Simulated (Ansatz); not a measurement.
Run report: ZrNH₅O₂F₂, geometry relaxation (part 1 of 2)

System: ZrNH₅O₂F₂.
Method: RKS PBE-D4/def2-SVP (Ansatz 0.2.0).

The input holds or restrains some coordinates. It belongs to a series of runs on one base structure; here: pulled along the bonds that form and break, towards end B. Figures and captions count atoms from 1; the log counts them from 0 in places.

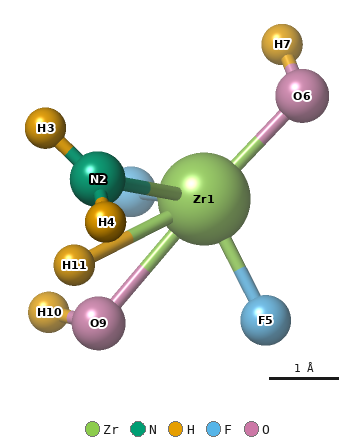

The starting structure (ball-and-stick view, seen at a tilt; atoms are numbered from 1 in the order of the input). Sticks mark near contacts. Bond lengths as drawn: F–Zr 1.98 Å, H–N 1.06 Å, H–O 1.01 Å, H–Zr 2.45 Å, N–Zr 2.56 Å and O–Zr 2.07 to 2.37 Å.

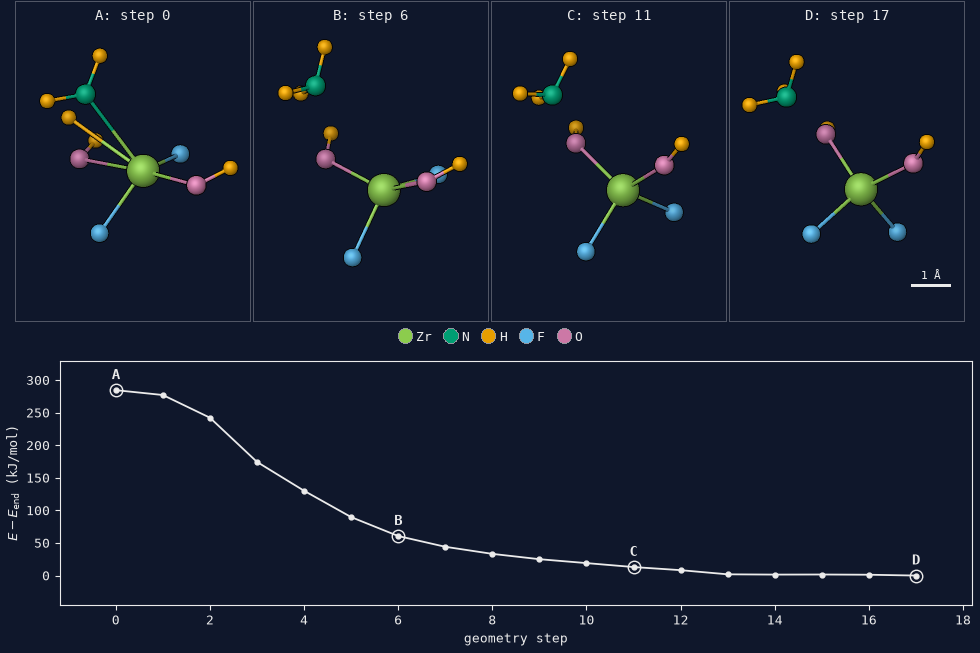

Frames of the restrained relaxation (ball-and-stick view, seen at an oblique angle) above the curves, on which the letters mark them (the first geometry is step 0 here and step 1 in the log).

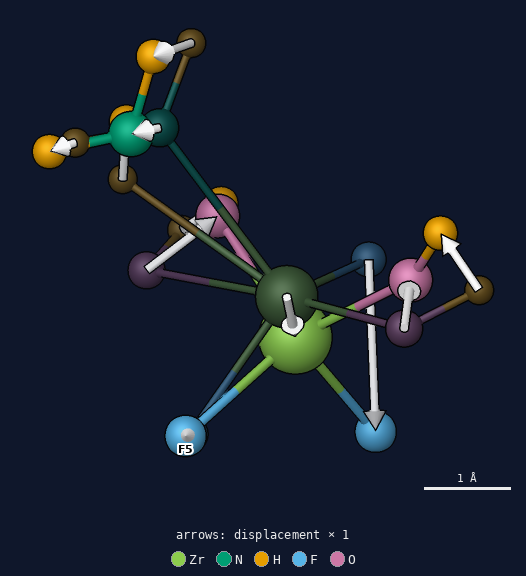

Start (faint) and end (solid) with the displacements as white arrows, at true length (ball-and-stick view, seen at an oblique angle). The two geometries are laid on each other by the best rigid fit. The largest move after the best rigid fit is that of F8, 2.02 Å. By element the largest moves are F 2.02 Å, O 1.08 Å, H 0.83 Å, Zr 0.79 Å, N 0.39 Å. Among the contacts that change: Zr1–N2 2.560 → 3.394 Å, Zr1–H11 2.447 → 3.229 Å, N2–H11 1.518 → 1.045 Å, Zr1–O9 2.370 → 2.034 Å. New bonds form: N2–H11 (1.52 → 1.04 Å). Bonds break: Zr1–N2 (2.56 → 3.39 Å). Among the angles that change: O6–Zr1–O9 176.6° → 115.0°, Zr1–O6–H7 109.5° → 155.7°, F5–Zr1–O9 67.2° → 111.7°. The energy falls by 284.6 kJ/mol in 17 geometry steps. Largest force component: 2.4 eV/Å at the start, 1.2 eV/Å at the end. (Atoms are counted from 1 in the order of the input.)

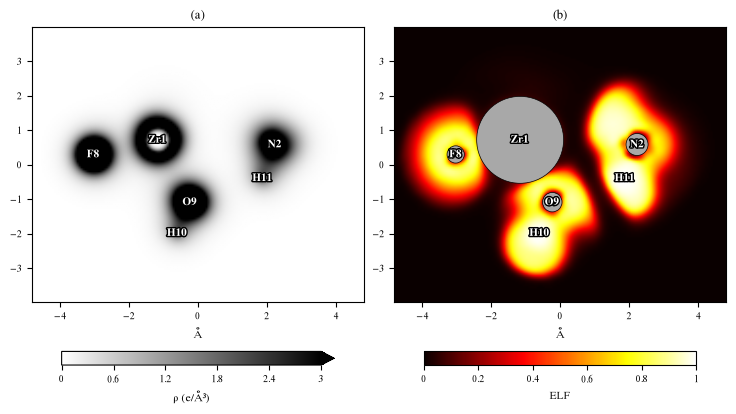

(a) total electron density; (b) ELF on the plane of atoms Zr1, O9 and H10. Grey discs, where drawn, cover atomic cores. Zr1···N2 (3.39 Å): ρ at the midpoint is about 0.04 e/Å³; the ELF is only about 0 between them. Zr–F (1.92 Å): ρ at the midpoint is about 0.9 e/Å³; the ELF peaks at about 0.85 in the valence shell of F, 0.5 Å from its nucleus, and drops to about 0.25 between the two atoms. O–H (0.97 Å): ρ at the midpoint is about 3.5 e/Å³, with its minimum of 2.3 e/Å³ about 0.8 Å from O; the ELF climbs to about 1 towards the hydrogen, as it does in any bond to H (a covalent bond by its length). Zr–O (2.03 Å): ρ at the midpoint is about 0.74 e/Å³; the ELF peaks at about 0.85 in the valence shell of O, 0.6 Å from its nucleus, and drops to about 0.20 between the two atoms.

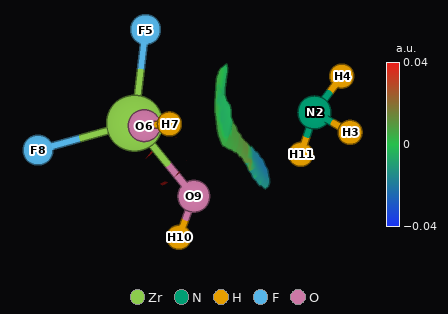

Non-covalent interaction (NCI) plot: the surface where the reduced density gradient is 0.6, for densities under 0.05 a.u., coloured by sign(λ₂)ρ; seen at an oblique angle. H11···O9 (2.2 Å): a hydrogen bond (blue, attractive).

The input that produced these results follows, with the program's output.

**Input**
```yaml
crystal:
  periodic: [false, false, false]
  atoms:
    - { symbol: Zr, position_ang: [0.0, 0.0, 0.0] }
    - { symbol: "N", position_ang: [0.0, 0.0, 2.56] }
    - { symbol: H, position_ang: [-0.877, -0.2713, 3.09] }
    - { symbol: H, position_ang: [0.877, 0.2713, 3.09] }
    - { symbol: F, position_ang: [1.8671, 0.0, -0.6593] }
    - { symbol: O, position_ang: [-0.975, 1.6891, -0.6893] }
    - { symbol: H, position_ang: [-1.9328, 1.4584, -0.9117] }
    - { symbol: F, position_ang: [-0.9326, -1.6157, -0.6593] }
    - { symbol: O, position_ang: [1.237, -1.8784, 0.7473] }
    - { symbol: H, position_ang: [0.6706, -2.7104, 0.6628] }
    - { symbol: H, position_ang: [0.7761, -1.1786, 1.9994] }
basis:
  gaussian: { orbitals: def2-SVP }
hamiltonian:
  xc: pbe
  dispersion: d4
relax:
  f_tol: 0.15
  max_steps: 25
  restrain:
    - { distance: [0, 8], at: 2.07, k: 30.0 }
    - { distance: [10, 1], at: 1.06, k: 30.0 }
    - { distance: [0, 1], at: 3.41, k: 30.0 }
    - { distance: [10, 8], at: 2.21, k: 30.0 }
output:
  orbitals: {}
```

Run as:
```bash
ansatz run input.yaml --threads 4 --pin off --max-ram 5120MiB --backend cpu --events-out ev --progress --plain --runs-dir out
```

**Output**
```
The last accepted step is kept in [file] (removed where the run ends without a failure and the disk answers)
Engine: ansatz 0.2.0, aarch64-unknown-linux-gnu
Functional definition: PBE
  parameter kappa = 0.804
  parameter beta = 0.06672455060314922
  exchange = pbe_x(kappa = kappa, mu = beta*pi^2/3)
  correlation = pbe_c(beta = beta)
1322 factors; their error is unknown
mean field evaluation 1: about -12344.5603 eV, gradient 1.1e2 eV
mean field evaluation 2: about -11978.0025 eV, gradient 3.5e2 eV
mean field evaluation 4: about -12360.8910 eV, gradient 4.9e1 eV
mean field evaluation 8: about -12365.7677 eV, gradient 1.1e0 eV
mean field evaluation 16: about -12365.7176 eV, gradient 2.1e-3 eV
mean field -12365.71761990 eV, -454.4317407467 hartree, gradient 4.7e-5 eV, S^2 0.000000; 0 other end points of the search recorded, 0 dependent functions left out
the calculation of the forces begins
reference -12365.71770590 eV, -454.4317439075 hartree; 29, 29 occupied and 97, 97 virtual orbitals, 1322 factors
relax step   1: F+E_penalty+E_count = -12365.92818796 eV  Δ(F+E_penalty+E_count) = +0.000e0 eV  max|allowed force component| = 2.414e0 eV/Å  E_restraint = 22.76156603 eV  max|allowed force component, restraints' pulls added| = 2.214e1 eV/Å  Δτ_max = 0.0000 Å  (32 SCF iters, accepted)
  distance Zr 0 - O 8 = 2.3700 Å
  distance H 10 - N 1 = 1.5185 Å
  distance Zr 0 - N 1 = 2.5600 Å
  distance H 10 - O 8 = 1.5066 Å
these checks for a lower state are left out or cut short: starts, cluster_reference, orbital_swaps, neighbouring_geometries, increment
1322 factors; their error is unknown
mean field -12365.80631415 eV, -454.4350002003 hartree, gradient 2.5e-5 eV, S^2 0.000000; 0 other end points of the search recorded, 0 dependent functions left out
[... from here on the field's lines of each further geometry are left out, up to the last ...]
relax step   2: F+E_penalty+E_count = -12366.00531351 eV  Δ(F+E_penalty+E_count) = -7.713e-2 eV  max|allowed force component| = 4.523e0 eV/Å  E_restraint = 9.27219282 eV  max|allowed force component, restraints' pulls added| = 1.476e1 eV/Å  Δτ_max = 0.1949 Å  (36 SCF iters, accepted)
relax step   3: F+E_penalty+E_count = -12366.36652136 eV  Δ(F+E_penalty+E_count) = -3.612e-1 eV  max|allowed force component| = 3.788e0 eV/Å  E_restraint = 2.47661139 eV  max|allowed force component, restraints' pulls added| = 6.742e0 eV/Å  Δτ_max = 0.1951 Å  (39 SCF iters, accepted)
relax step   4: F+E_penalty+E_count = -12367.06996803 eV  Δ(F+E_penalty+E_count) = -7.034e-1 eV  max|allowed force component| = 2.115e0 eV/Å  E_restraint = 0.15098087 eV  max|allowed force component, restraints' pulls added| = 1.606e0 eV/Å  Δτ_max = 0.1945 Å  (36 SCF iters, accepted)
relax step   5: F+E_penalty+E_count = -12367.52903677 eV  Δ(F+E_penalty+E_count) = -4.591e-1 eV  max|allowed force component| = 1.916e0 eV/Å  E_restraint = 0.10453039 eV  max|allowed force component, restraints' pulls added| = 9.775e-1 eV/Å  Δτ_max = 0.1999 Å  (37 SCF iters, accepted)
relax step   6: F+E_penalty+E_count = -12367.94782456 eV  Δ(F+E_penalty+E_count) = -4.188e-1 eV  max|allowed force component| = 1.603e0 eV/Å  E_restraint = 0.02454907 eV  max|allowed force component, restraints' pulls added| = 1.539e0 eV/Å  Δτ_max = 0.1954 Å  (35 SCF iters, accepted)
relax step   7: F+E_penalty+E_count = -12368.24934420 eV  Δ(F+E_penalty+E_count) = -3.015e-1 eV  max|allowed force component| = 8.939e-1 eV/Å  E_restraint = 0.01876906 eV  max|allowed force component, restraints' pulls added| = 8.939e-1 eV/Å  Δτ_max = 0.1950 Å  (34 SCF iters, accepted)
relax step   8: F+E_penalty+E_count = -12368.42044025 eV  Δ(F+E_penalty+E_count) = -1.711e-1 eV  max|allowed force component| = 7.827e-1 eV/Å  E_restraint = 0.01548451 eV  max|allowed force component, restraints' pulls added| = 6.291e-1 eV/Å  Δτ_max = 0.1950 Å  (34 SCF iters, accepted)
relax step   9: F+E_penalty+E_count = -12368.53319699 eV  Δ(F+E_penalty+E_count) = -1.128e-1 eV  max|allowed force component| = 7.526e-1 eV/Å  E_restraint = 0.01849850 eV  max|allowed force component, restraints' pulls added| = 4.615e-1 eV/Å  Δτ_max = 0.2000 Å  (35 SCF iters, accepted)
relax step  10: F+E_penalty+E_count = -12368.61784530 eV  Δ(F+E_penalty+E_count) = -8.465e-2 eV  max|allowed force component| = 8.678e-1 eV/Å  E_restraint = 0.02231640 eV  max|allowed force component, restraints' pulls added| = 3.093e-1 eV/Å  Δτ_max = 0.2000 Å  (35 SCF iters, accepted)
relax step  11: F+E_penalty+E_count = -12368.68010961 eV  Δ(F+E_penalty+E_count) = -6.226e-2 eV  max|allowed force component| = 9.160e-1 eV/Å  E_restraint = 0.02403550 eV  max|allowed force component, restraints' pulls added| = 6.029e-1 eV/Å  Δτ_max = 0.1949 Å  (34 SCF iters, accepted)
relax step  12: F+E_penalty+E_count = -12368.74284321 eV  Δ(F+E_penalty+E_count) = -6.273e-2 eV  max|allowed force component| = 8.395e-1 eV/Å  E_restraint = 0.02139092 eV  max|allowed force component, restraints' pulls added| = 5.792e-1 eV/Å  Δτ_max = 0.1954 Å  (34 SCF iters, accepted)
relax step  13: F+E_penalty+E_count = -12368.79241088 eV  Δ(F+E_penalty+E_count) = -4.957e-2 eV  max|allowed force component| = 8.146e-1 eV/Å  E_restraint = 0.02031026 eV  max|allowed force component, restraints' pulls added| = 6.823e-1 eV/Å  Δτ_max = 0.1929 Å  (35 SCF iters, accepted)
relax step  14: F+E_penalty+E_count = -12368.85864910 eV  Δ(F+E_penalty+E_count) = -6.624e-2 eV  max|allowed force component| = 1.123e0 eV/Å  E_restraint = 0.02786987 eV  max|allowed force component, restraints' pulls added| = 1.587e-1 eV/Å  Δτ_max = 0.1788 Å  (34 SCF iters, accepted)
relax step  15: F+E_penalty+E_count = -12368.86292598 eV  Δ(F+E_penalty+E_count) = -4.277e-3 eV  max|allowed force component| = 1.168e0 eV/Å  E_restraint = 0.02791886 eV  max|allowed force component, restraints' pulls added| = 1.628e-1 eV/Å  Δτ_max = 0.0346 Å  (29 SCF iters, accepted)
relax step  16: F+E_penalty+E_count = -12368.86156940 eV  Δ(F+E_penalty+E_count) = +1.357e-3 eV  max|allowed force component| = 1.075e0 eV/Å  E_restraint = 0.02252669 eV  max|allowed force component, restraints' pulls added| = 4.722e-1 eV/Å  Δτ_max = 0.1941 Å  (35 SCF iters, accepted)
relax step  17: F+E_penalty+E_count = -12368.86514925 eV  Δ(F+E_penalty+E_count) = -3.580e-3 eV  max|allowed force component| = 1.281e0 eV/Å  E_restraint = 0.02450392 eV  max|allowed force component, restraints' pulls added| = 4.035e-1 eV/Å  Δτ_max = 0.1060 Å  (30 SCF iters, accepted)
the calculation of the forces begins
reference -12368.68596508 eV, -454.5408254202 hartree; 29, 29 occupied and 97, 97 virtual orbitals, 1322 factors
relax step  18: F+E_penalty+E_count = -12368.87828967 eV  Δ(F+E_penalty+E_count) = -1.314e-2 eV  max|allowed force component| = 1.192e0 eV/Å  E_restraint = 0.02698981 eV  max|allowed force component, restraints' pulls added| = 1.571e-2 eV/Å  Δτ_max = 0.0684 Å  (30 SCF iters, accepted)
  distance Zr 0 - O 8 = 2.0338 Å
  distance H 10 - N 1 = 1.0445 Å
  distance Zr 0 - N 1 = 3.3943 Å
  distance H 10 - O 8 = 2.2113 Å
1322 factors; their error is unknown
mean field evaluation 160: about -12366.8399 eV, gradient 3.3e1 eV
mean field -12368.68588124 eV, -454.5408223391 hartree, gradient 1.2e-5 eV, S^2 0.000000; 1 other end points of the search recorded, 0 dependent functions left out
the calculation of the forces begins
reference -12368.68596508 eV, -454.5408254202 hartree; 29, 29 occupied and 97, 97 virtual orbitals, 1322 factors
Total energy: -12368.87837351 eV, -454.5478962996 hartree
Atom 0 at     0.171928    -0.495556    -0.589712 Å, force     0.061397    -0.710710     1.191828 eV/Å
Atom 1 at     0.369591     0.214228     2.723688 Å, force    -0.011680    -0.553509    -0.511710 eV/Å
Atom 2 at    -0.371204     0.408666     3.409098 Å, force     0.012437    -0.005128    -0.007456 eV/Å
Atom 3 at     1.254427     0.503145     3.159543 Å, force    -0.005763    -0.007770    -0.004497 eV/Å
Atom 4 at     1.811129     0.513396    -0.604660 Å, force    -0.009427    -0.002801     0.004713 eV/Å
Atom 5 at    -1.402709     0.610665    -0.495045 Å, force     0.009879    -0.005490    -0.000208 eV/Å
Atom 6 at    -2.044213     1.196096    -0.069762 Å, force    -0.005354     0.003002     0.001833 eV/Å
Atom 7 at     0.081277    -1.369695    -2.295057 Å, force     0.003777    -0.001063     0.003676 eV/Å
Atom 8 at     0.235681    -2.015904     0.759611 Å, force    -0.034730     0.776688    -0.756865 eV/Å
Atom 9 at     0.192292    -2.977038     0.618697 Å, force    -0.002395     0.012696    -0.004832 eV/Å
Atom 10 at     0.412202    -0.823604     2.613498 Å, force    -0.018142     0.494086     0.083519 eV/Å
Dipole moment:    -0.342864    -0.114152     0.739464 e Å
```

**Trajectory as extended XYZ (Å, eV, eV/Å), 18 frames, from step=1 to step=18**
```
11
Properties=species:S:1:pos:R:3:forces:R:3 step=1 energy=-12365.92819
Zr    0.0000    0.0000    0.0000    2.3581  -1.9409   0.5264
N     0.0000    0.0000    2.5600    1.4816  -1.6320  -2.4141
H    -0.8770   -0.2713    3.0900    1.5177   0.3404  -0.1654
H     0.8770    0.2713    3.0900   -1.6305   0.0771  -0.0524
F     1.8671    0.0000   -0.6593   -1.8635   1.3273   0.0614
O    -0.9750    1.6891   -0.6893   -0.6985  -2.1610   0.3517
H    -1.9328    1.4584   -0.9117    1.1694   0.6549   0.1637
F    -0.9326   -1.6157   -0.6593   -0.1852   1.7346   0.1634
O     1.2370   -1.8784    0.7473   -1.8007   0.3957   1.9039
H     0.6706   -2.7104    0.6628    0.6481   1.1728   0.3505
H     0.7761   -1.1786    1.9994   -0.9963   0.0311  -0.8891
11
Properties=species:S:1:pos:R:3:forces:R:3 step=2 energy=-12366.00531
Zr    0.0541   -0.0680   -0.1645    1.3419  -1.2982   2.0281
N     0.0426   -0.0748    2.6752    1.7716  -2.8205  -4.5231
H    -0.8717   -0.2725    3.1093    0.8614   0.0394   0.5440
H     0.8814    0.2794    3.1169   -0.3806   0.8167   1.1665
F     1.8692    0.0163   -0.6713    0.1754   1.4477  -0.8606
O    -0.9740    1.6624   -0.6850   -0.2980  -1.9013   0.1668
H    -1.9261    1.4642   -0.9113    0.7819   0.5242   0.1725
F    -0.9442   -1.6121   -0.6677   -1.0464   0.4491  -0.6608
O     1.2188   -1.8646    0.6360   -1.6202   0.3021   1.1206
H     0.6731   -2.7043    0.6647    0.5047   0.9724   0.0727
H     0.6873   -1.0617    2.1277   -2.0918   1.4683   0.7733
```
